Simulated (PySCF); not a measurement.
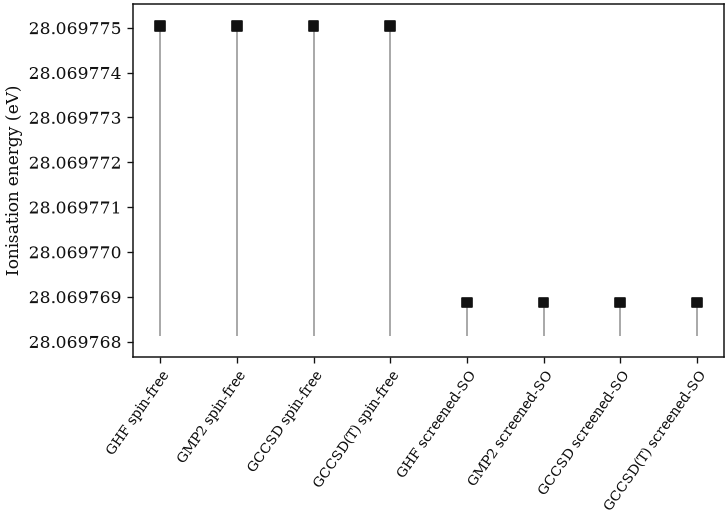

The ionisation energy of Al²⁺ ([Ne] 3s₁/₂ → [Ne]) across levels of theory. PySCF, x2c-TZVPPall-2c, two-component X2C-1e. 10 core electrons frozen.

> Which methods come out highest and lowest?

The values run from 28.0698 eV (GHF spin-free, GMP2 spin-free, GCCSD spin-free and GCCSD(T) spin-free) to 28.0698 eV (GHF spin-free, GMP2 spin-free, GCCSD spin-free and GCCSD(T) spin-free). The measured value is 28.4476 eV, off the plot; all methods lie below it by about 0.38 eV, far more than they differ, so the miss comes from what they share, the basis first of all.

```csv
Method,Ionisation energy (eV)
GHF spin-free,28.0698
GMP2 spin-free,28.0698
GCCSD spin-free,28.0698
GCCSD(T) spin-free,28.0698
GHF screened-SO,28.0698
GMP2 screened-SO,28.0698
GCCSD screened-SO,28.0698
GCCSD(T) screened-SO,28.0698
```
